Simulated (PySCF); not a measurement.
# C2H2BBrCl, charge −1, SMILES `C#C[BH-](Cl)Br`: electronic structure

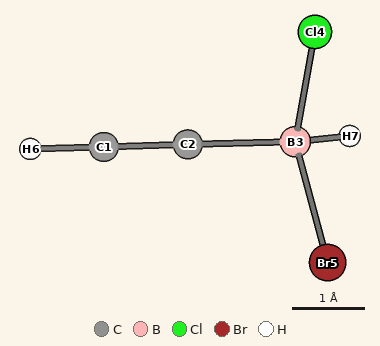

The molecule, with its atoms numbered as below. No frequency check shows the geometry to be a minimum.

Coordinates in Å:

```
C1      -1.9447   -2.1601    0.2004
C2      -1.3306   -1.2003   -0.1809
B3      -0.5243    0.0436   -0.6281
Cl4     -1.3517    1.5814    0.1348
Br5      1.3777   -0.1184    0.0577
H6      -2.4881   -3.0023    0.5260
H7      -0.4797    0.2061   -1.8139
```

### 1. Bonding charge

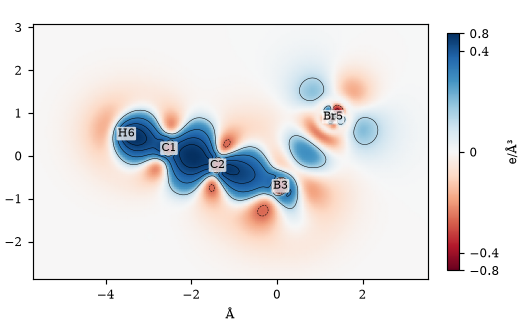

Deformation density (molecule less spherical, spin-averaged free atoms) in the plane of C1, C2, B3, Br5 and H6; colour scale in e/Å³, logarithmic beyond ±0.1; blue: gain, red: loss.

Level of theory: B3LYP/aug-cc-pVDZ (PySCF), at a geometry from GFN2-xTB.

How much density has each bond in this plane gained at its critical point, relative to the free atoms?

Answer. C1–C2: +0.79 e/Å³ at the bond critical point (bond length 1.20 Å). C1–H6: +0.72 e/Å³ at the bond critical point (bond length 1.05 Å). C2–B3: +0.32 e/Å³ at the bond critical point (bond length 1.55 Å). B3–Br5: +0.03 e/Å³ at the bond critical point (bond length 2.03 Å); up to 0.6 Å beside the axis the gain reaches +0.13 e/Å³. In all, 2.1 electrons gather in the regions of gain relative to the promolecule of neutral atoms (this includes the anion's extra charge). A small or negative value marks a very polar bond, one between electron-rich atoms, whose free-atom densities already overlap strongly, a long bond to a heavier atom, or a closed-shell contact such as a hydrogen bond.

### 2. Bond critical points

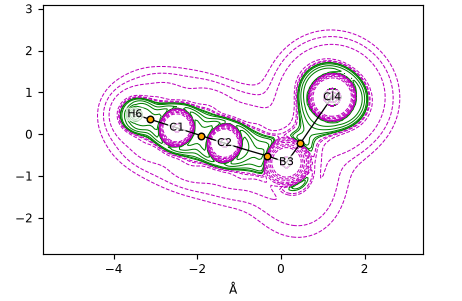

Negative Laplacian of the density (−∇²ρ) in the plane of C1, C2, B3, Cl4 and H6 (solid green lines positive, dashed magenta lines negative, contours at ±0.02 to ±8 a.u.), with bond paths and bond critical points (dots).

Sort the bonds in the plane by the sign of ∇²ρ at their critical points.

Answer. Concentrated (∇²ρ < 0): C1–C2 (−1.13 a.u.); C1–H6 (−1.15 a.u.). Depleted (∇²ρ > 0): C2–B3 (+0.17 a.u., H = −0.161); B3–Cl4 (+0.01 a.u., H = −0.089). A positive Laplacian with clearly negative H marks a strongly polar covalent bond, whose critical point lies close to the core of the less electronegative atom.

Where along B3–Cl4 does the critical point lie?

Answer. 0.56 Å from B3 and 1.34 Å from Cl4.

### 3. Local ionisation energy

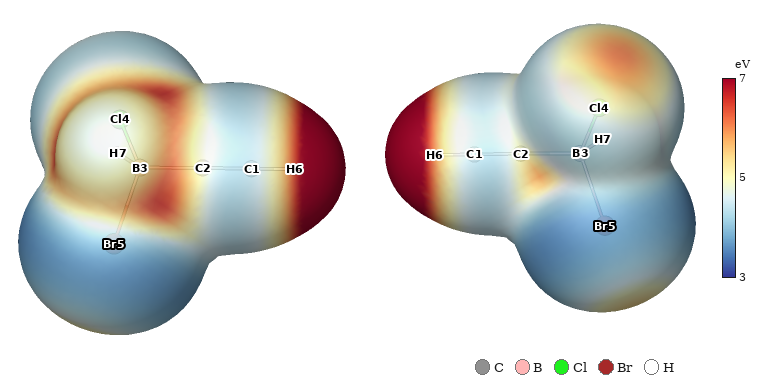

Average local ionisation energy on the surface of electron density 0.001 a.u. (back view left, front view right).

Where are the most loosely bound electrons on this surface?

Answer. The lowest value is 3.6 eV, 2.4 Å from Br5. Further minima include 3.6 eV, 2.3 Å from Br5; 4.1 eV, 2.2 Å from Cl4; 4.1 eV, 2.2 Å from Cl4. For comparison, the highest occupied orbital lies at −2.8 eV.

What volume does the surface enclose?

Answer. About 144 Å³.

### 4. Localised orbitals

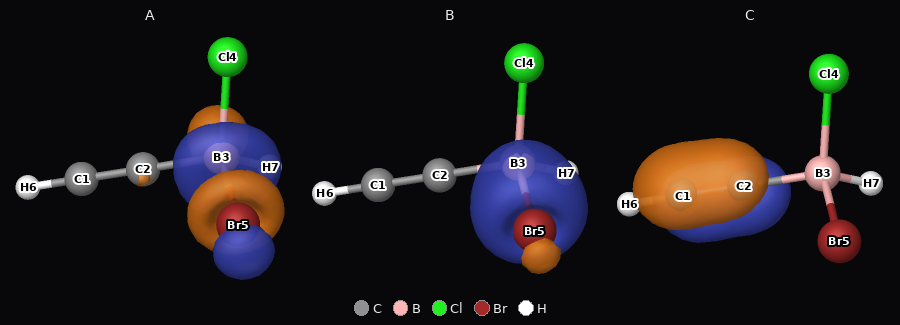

Intrinsic bond orbitals (IBO), occupied and valence-virtual; each surface holds about 70 % of the orbital's density. Energies are diagonal elements of the Fock matrix.

Method: TPSS/def2-SVPD; geometry: GFN2-xTB; program: PySCF.

Identify each orbital.

Answer. By panel:
- A: σ* orbital B3–Br5, mostly on B3 (B3 65 %, Br5 31 %; 7.5 eV)
- B: σ bond Br5–B3 (Br5 68 %, B3 31 %; −7.9 eV)
- C: π bond C1–C2 (C1 53 %, C2 46 %; −2.8 eV)

Which has the smallest and which the largest spatial spread?

Answer. Smallest: B (1.08 Å); largest: A (1.49 Å).

The PySCF runs shown took 26 s and 34 s on 1 thread of Intel(R) Xeon(R) Processor @ 2.70GHz, on a shared host.
